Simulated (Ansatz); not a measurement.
CH$_{5}$ClMgO: geometry relaxation (part 1 of 2)

- system: CH$_{5}$ClMgO
- method: RKS B3LYP-D4/def2-SVPD (Ansatz 0.2.0)

It belongs to a series of runs on one base structure; here: end point A relaxed. Figures and captions count atoms from 1; the log counts them from 0 in places.

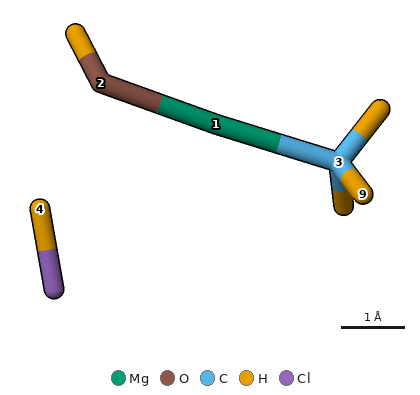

Figure 1. The input geometry (stick view, seen at a tilt; atoms are numbered from 1 in the order of the input). Sticks mark near contacts.

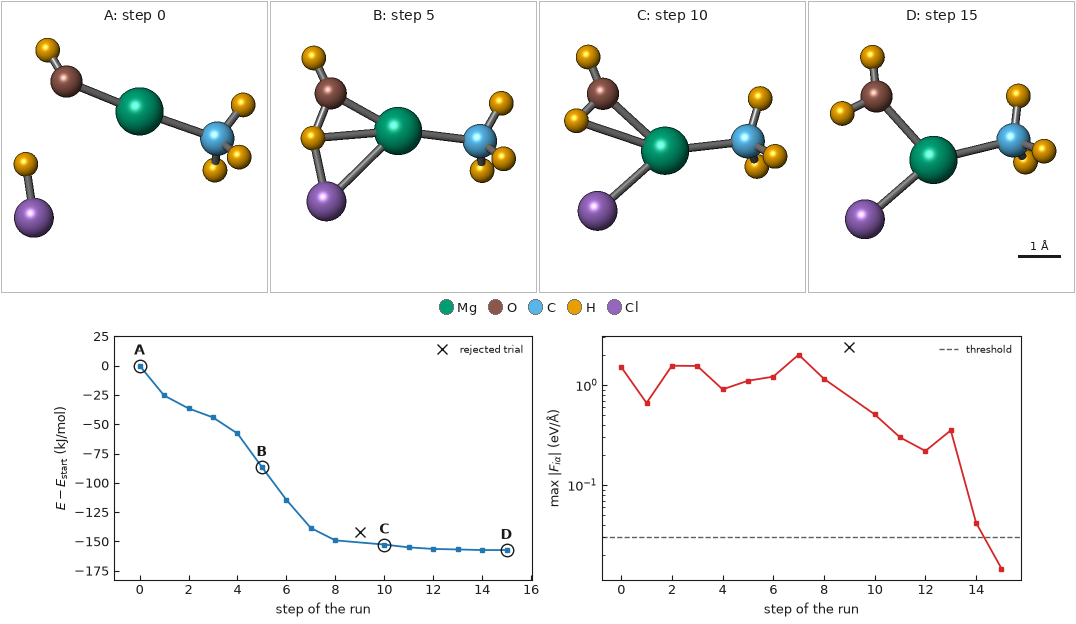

Figure 2. Frames of the relaxation (ball-and-stick view, seen at a tilt) above the curves, on which the letters mark them (the first geometry is step 0 here and step 1 in the log).

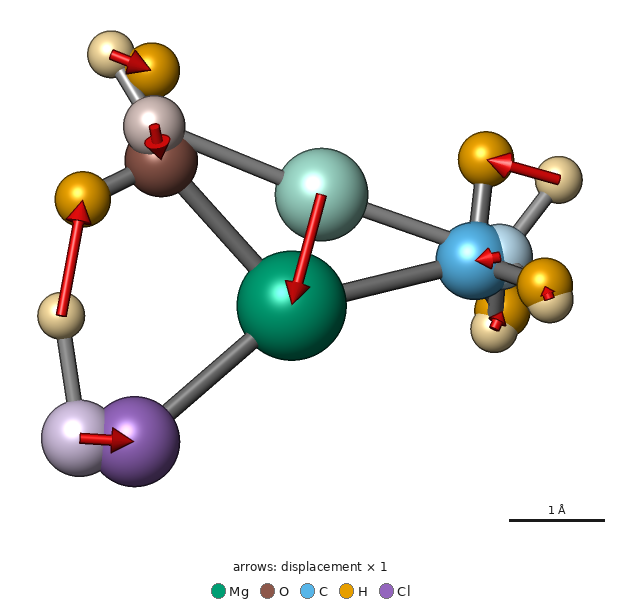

Figure 3. Start (faint) and end (solid) with the displacements as red arrows, at true length (ball-and-stick view, seen at a tilt). The two geometries are laid on each other by the best rigid fit. The energy falls by 157.3 kJ/mol in 15 geometry steps. The largest force component goes from 1.5 to 0.015 eV/Å. The line search rejected the trial step at point 9 (counted from 0) and went back. The largest move after the best rigid fit is that of H4, 1.27 Å. By element the largest moves are H 1.27 Å, Mg 1.23 Å, Cl 0.59 Å, O 0.43 Å, C 0.28 Å. Distances before and after: Mg1–Cl5 3.727 → 2.292 Å, H4–Cl5 1.319 → 2.636 Å, O2–H4 2.258 → 0.972 Å, Mg1–O2 2.008 → 2.090 Å. New bonds form: Mg1–Cl5 (3.73 → 2.29 Å), O2–H4 (2.26 → 0.97 Å). Bonds break: H4–Cl5 (1.32 → 2.64 Å). Among the angles that change: O2–Mg1–C3 176.9° → 118.9°, Mg1–O2–H6 127.1° → 142.6°. (Atoms are counted from 1 in the order of the input.)

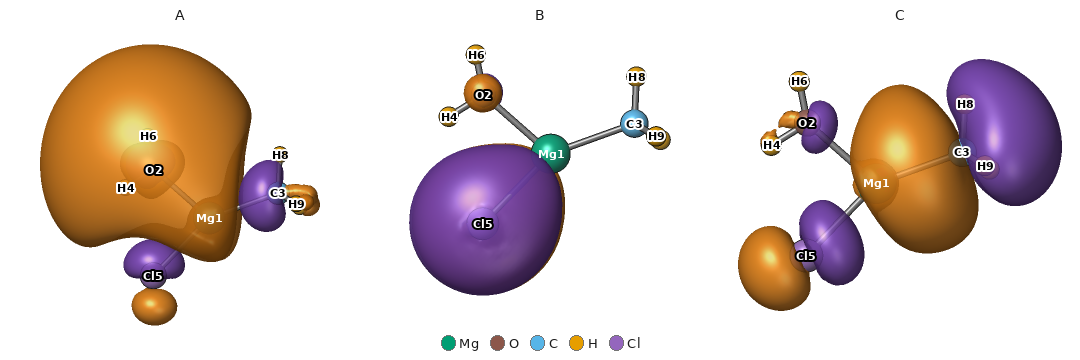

Figure 4. Three frontier orbitals at ±0.04 Å⁻³ᐟ² (orange and purple are the two phases). B is the HOMO−1 (−7.75 eV). C is the HOMO (−6.76 eV). By Hirshfeld shares it lies mainly on C3 (55 %) and Mg1 (20 %). A is the LUMO (−1.28 eV). By Hirshfeld shares it lies mainly on H6 (35 %), Mg1 (25 %), H4 (15 %) and O2 (15 %). The HOMO–LUMO gap is 5.48 eV between the orbital energies.

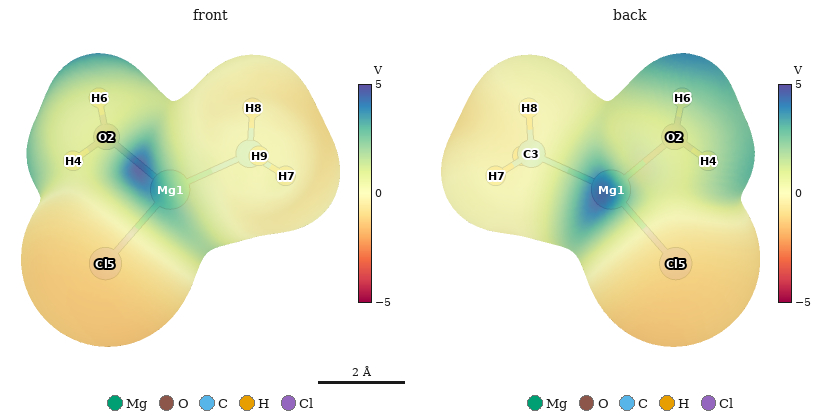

Figure 5. The molecular electrostatic potential painted on the density surface at 0.002 e/bohr³, seen at a tilt and from behind; the colour scale runs from red (negative) to blue (positive).

The input that produced these results follows, with the program's output.

Input:
```yaml
crystal:
  periodic: [false, false, false]
  atoms:
    - { symbol: Mg, position_ang: [0.453389, -0.052407, -0.267682] }
    - { symbol: O, position_ang: [0.235659, 1.186688, -1.83304] }
    - { symbol: C, position_ang: [0.790987, -1.319715, 1.348472] }
    - { symbol: H, position_ang: [-1.791459, 1.966348, -1.214094] }
    - { symbol: Cl, position_ang: [-2.721307, 1.900867, -0.281089] }
    - { symbol: H, position_ang: [0.468207, 1.00999, -2.748637] }
    - { symbol: H, position_ang: [-0.085605, -1.955741, 1.552619] }
    - { symbol: H, position_ang: [1.649945, -1.98841, 1.176331] }
    - { symbol: H, position_ang: [1.000184, -0.74772, 2.26722] }
basis:
  gaussian: { orbitals: def2-SVPD }
hamiltonian:
  xc: b3lyp
  dispersion: d4
relax:
  f_tol: 0.03
  max_steps: 50
output:
  orbitals: {}
```

Command:
```bash
ansatz run input.yaml --threads 4 --pin off --max-ram 5120MiB --backend cpu --events-out ev --progress --plain --runs-dir out
```

Log:
```
The last accepted step is kept in [file] (removed where the run ends without a failure and the disk answers)
Engine: ansatz 0.2.0, aarch64-unknown-linux-gnu
Functional definition: B3LYP
  parameter a0 = 0.2
  parameter ax = 0.72
  parameter ac = 0.81
  exchange = (1 - a0 - ax)*slater_x + ax*b88_x + a0*exact_x
  correlation = (1 - ac)*vwn_rpa_c + ac*lyp_c
1158 factors; their error is unknown
mean field evaluation 1: about -21113.5361 eV, gradient 8.0e1 eV
mean field evaluation 2: about -21054.2918 eV, gradient 1.7e2 eV
mean field evaluation 4: about -21126.7803 eV, gradient 1.4e1 eV
mean field evaluation 8: about -21127.2685 eV, gradient 1.2e-1 eV
mean field evaluation 16: about -21127.3683 eV, gradient 6.9e-5 eV
mean field -21127.36832210 eV, -776.4164651924 hartree, gradient 6.9e-5 eV, S^2 0.000000; 0 other end points of the search recorded, 0 dependent functions left out
the calculation of the forces begins
reference -21127.36864710 eV, -776.4164771362 hartree; 24, 24 occupied and 107, 107 virtual orbitals, 1158 factors
relax step   1: F+E_penalty+E_count = -21127.54609415 eV  Δ(F+E_penalty+E_count) = +0.000e0 eV  max|allowed force component| = 1.518e0 eV/Å  Δτ_max = 0.0000 Å  (29 SCF iters, accepted)
these checks for a lower state are left out or cut short: starts, cluster_reference, orbital_swaps, neighbouring_geometries, increment
1158 factors; their error is unknown
mean field -21127.62192464 eV, -776.4257849141 hartree, gradient 1.6e-5 eV, S^2 0.000000; 0 other end points of the search recorded, 0 dependent functions left out
[... from here on the field's lines of each further geometry are left out, up to the last ...]
relax step   2: F+E_penalty+E_count = -21127.81032055 eV  Δ(F+E_penalty+E_count) = -2.642e-1 eV  max|allowed force component| = 6.626e-1 eV/Å  Δτ_max = 0.1950 Å  (32 SCF iters, accepted)
relax step   3: F+E_penalty+E_count = -21127.92471028 eV  Δ(F+E_penalty+E_count) = -1.144e-1 eV  max|allowed force component| = 1.562e0 eV/Å  Δτ_max = 0.1952 Å  (32 SCF iters, accepted)
relax step   4: F+E_penalty+E_count = -21128.00440668 eV  Δ(F+E_penalty+E_count) = -7.970e-2 eV  max|allowed force component| = 1.554e0 eV/Å  Δτ_max = 0.1947 Å  (38 SCF iters, accepted)
relax step   5: F+E_penalty+E_count = -21128.14634473 eV  Δ(F+E_penalty+E_count) = -1.419e-1 eV  max|allowed force component| = 9.065e-1 eV/Å  Δτ_max = 0.1506 Å  (31 SCF iters, accepted)
relax step   6: F+E_penalty+E_count = -21128.44317421 eV  Δ(F+E_penalty+E_count) = -2.968e-1 eV  max|allowed force component| = 1.105e0 eV/Å  Δτ_max = 0.1952 Å  (36 SCF iters, accepted)
relax step   7: F+E_penalty+E_count = -21128.73251796 eV  Δ(F+E_penalty+E_count) = -2.893e-1 eV  max|allowed force component| = 1.215e0 eV/Å  Δτ_max = 0.1329 Å  (35 SCF iters, accepted)
relax step   8: F+E_penalty+E_count = -21128.98152104 eV  Δ(F+E_penalty+E_count) = -2.490e-1 eV  max|allowed force component| = 2.016e0 eV/Å  Δτ_max = 0.1948 Å  (35 SCF iters, accepted)
relax step   9: F+E_penalty+E_count = -21129.09077414 eV  Δ(F+E_penalty+E_count) = -1.093e-1 eV  max|allowed force component| = 1.154e0 eV/Å  Δτ_max = 0.2000 Å  (36 SCF iters, accepted)
relax step  10: F+E_penalty+E_count = -21129.01280624 eV  Δ(F+E_penalty+E_count) = +7.797e-2 eV  max|allowed force component| = 2.397e0 eV/Å  Δτ_max = 0.1725 Å  (36 SCF iters, rejected (line search))
relax step  11: F+E_penalty+E_count = -21129.12788145 eV  Δ(F+E_penalty+E_count) = -3.711e-2 eV  max|allowed force component| = 5.088e-1 eV/Å  Δτ_max = 0.0863 Å  (31 SCF iters, accepted)
relax step  12: F+E_penalty+E_count = -21129.15257312 eV  Δ(F+E_penalty+E_count) = -2.469e-2 eV  max|allowed force component| = 2.998e-1 eV/Å  Δτ_max = 0.0981 Å  (31 SCF iters, accepted)
relax step  13: F+E_penalty+E_count = -21129.16651903 eV  Δ(F+E_penalty+E_count) = -1.395e-2 eV  max|allowed force component| = 2.194e-1 eV/Å  Δτ_max = 0.1038 Å  (31 SCF iters, accepted)
relax step  14: F+E_penalty+E_count = -21129.17112432 eV  Δ(F+E_penalty+E_count) = -4.605e-3 eV  max|allowed force component| = 3.527e-1 eV/Å  Δτ_max = 0.1039 Å  (32 SCF iters, accepted)
relax step  15: F+E_penalty+E_count = -21129.17621745 eV  Δ(F+E_penalty+E_count) = -5.093e-3 eV  max|allowed force component| = 4.186e-2 eV/Å  Δτ_max = 0.0794 Å  (32 SCF iters, accepted)
the calculation of the forces begins
reference -21128.97519086 eV, -776.4755165304 hartree; 24, 24 occupied and 107, 107 virtual orbitals, 1158 factors
relax step  16: F+E_penalty+E_count = -21129.17647704 eV  Δ(F+E_penalty+E_count) = -2.596e-4 eV  max|allowed force component| = 1.464e-2 eV/Å  Δτ_max = 0.0150 Å  (31 SCF iters, accepted)
1158 factors; their error is unknown
mean field -21128.97488356 eV, -776.4755052371 hartree, gradient 5.6e-6 eV, S^2 0.000000; 1 other end points of the search recorded, 0 dependent functions left out
the calculation of the forces begins
reference -21128.97519086 eV, -776.4755165304 hartree; 24, 24 occupied and 107, 107 virtual orbitals, 1158 factors
Total energy: -21129.17678434 eV, -776.4829249542 hartree
Atom 0 at    -0.602005     0.268363     0.271203 Å, force     0.012525    -0.000178    -0.014638 eV/Å
Atom 1 at    -0.067090     0.969360    -1.623459 Å, force    -0.010855     0.002781     0.010458 eV/Å
Atom 2 at     0.628939    -1.133028     1.212494 Å, force    -0.006051     0.000178     0.004783 eV/Å
Atom 3 at    -0.750434     1.606245    -1.890507 Å, force    -0.004490     0.004955    -0.004355 eV/Å
Atom 4 at    -2.434497     1.637934     0.137137 Å, force    -0.000583     0.002521    -0.003606 eV/Å
Atom 5 at     0.605125     0.887126    -2.307992 Å, force     0.003382    -0.004660     0.003938 eV/Å
Atom 6 at     0.080369    -2.050446     1.485667 Å, force     0.003452    -0.002667     0.004894 eV/Å
Atom 7 at     1.470721    -1.445134     0.570460 Å, force     0.001431     0.001220    -0.003944 eV/Å
Atom 8 at     1.068872    -0.740520     2.145098 Å, force     0.001189    -0.004150     0.002470 eV/Å
Dipole moment:     0.654104     0.014181    -0.835270 e Å
```

Trajectory as extended XYZ (Å, eV, eV/Å), 16 frames, from step=1 to step=16:
```
9
Properties=species:S:1:pos:R:3:forces:R:3 step=1 energy=-21127.54609
Mg    0.4534   -0.0524   -0.2677   -0.2643   1.1772  -1.4489
O     0.2357    1.1867   -1.8330   -0.1220  -1.0398   1.5177
C     0.7910   -1.3197    1.3485   -0.0023   0.0096   0.0033
H    -1.7915    1.9663   -1.2141    0.0732  -0.1389   0.1240
Cl   -2.7213    1.9009   -0.2811    0.3218  -0.0240  -0.2341
H     0.4682    1.0100   -2.7486   -0.0078   0.0178   0.0417
H    -0.0856   -1.9557    1.5526   -0.0021  -0.0001  -0.0031
H     1.6499   -1.9884    1.1763    0.0026   0.0014  -0.0038
H     1.0002   -0.7477    2.2672    0.0008  -0.0031   0.0032
```
